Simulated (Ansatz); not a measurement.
Input file:

```
crystal:
  periodic: [false, false, false]
  atoms:
    - {symbol: C, position_ang: [-1.140225, 0.636449, 1.791661]}
    - {symbol: Hf, position_ang: [-0.000151, -0.000173, -0.000059]}
    - {symbol: C, position_ang: [1.959663, 1.035776, -0.035598]}
    - {symbol: C, position_ang: [0.324185, -2.192232, 0.070785]}
    - {symbol: C, position_ang: [-1.143789, 0.519864, -1.826876]}
    - {symbol: H, position_ang: [-0.601103, 1.402348, 2.363500]}
    - {symbol: H, position_ang: [-1.328436, -0.203857, 2.471871]}
    - {symbol: H, position_ang: [-2.115917, 1.060065, 1.521587]}
    - {symbol: H, position_ang: [2.112218, 1.644790, 0.864623]}
    - {symbol: H, position_ang: [2.047708, 1.706558, -0.899890]}
    - {symbol: H, position_ang: [2.793303, 0.324063, -0.091038]}
    - {symbol: H, position_ang: [-0.062992, -2.688508, -0.828271]}
    - {symbol: H, position_ang: [-0.176835, -2.647989, 0.934340]}
    - {symbol: H, position_ang: [1.390403, -2.441400, 0.145357]}
    - {symbol: H, position_ang: [-1.437335, -0.375712, -2.389257]}
    - {symbol: H, position_ang: [-2.063619, 1.068297, -1.586785]}
    - {symbol: H, position_ang: [-0.557097, 1.151661, -2.505950]}
basis:
  gaussian: {orbitals: def2-TZVPP}
hamiltonian: {xc: pbe0, dispersion: d4}
output: {orbitals: {seedname: orbitals}}
```

Launched as:

```sh
ansatz run in.yaml --threads 2 --pin off --events-out ev --progress --plain --max-ram 22528MiB --backend cuda --devices 0, --max-vram 18GiB
```

Geometry: PBE0-D4/def2-TZVP; core potentials replace the inner electrons of Hf.

These are results of RKS PBE0-D4/def2-TZVPP (Ansatz), not measurements.

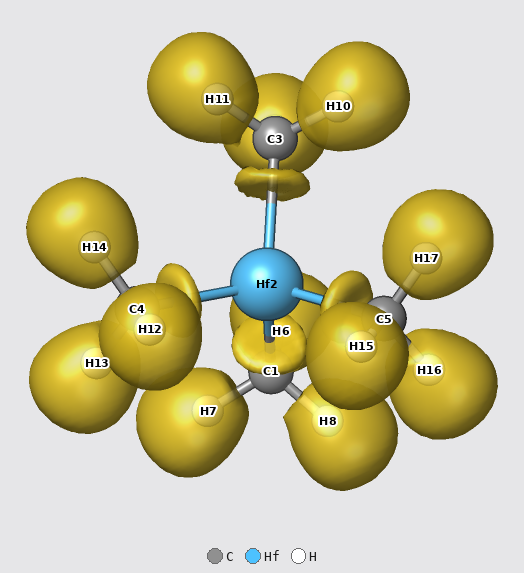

C₄H₁₂Hf (SMILES [CH3][Hf]([CH3])([CH3])[CH3]). Isosurface of the ELF at 0.85 (yellow), seen at an oblique angle. Only the valence region is drawn (cores and ρ < 0.01 e/Å³ removed).

> Describe the localisation domains.

The ELF exceeds this value in twelve regions around hydrogen nuclei and four lobes of the valence shell of C pointing towards Hf.

Values along the shortest contacts:
C–Hf (2.22 Å): the ELF peaks at about 0.95 in the valence shell of C, 0.7 Å from its nucleus, and is about 0.50 at the midpoint. C–H (1.10 Å): the ELF climbs to about 1 towards the hydrogen, as it does in any bond to H; a covalent bond by its length.
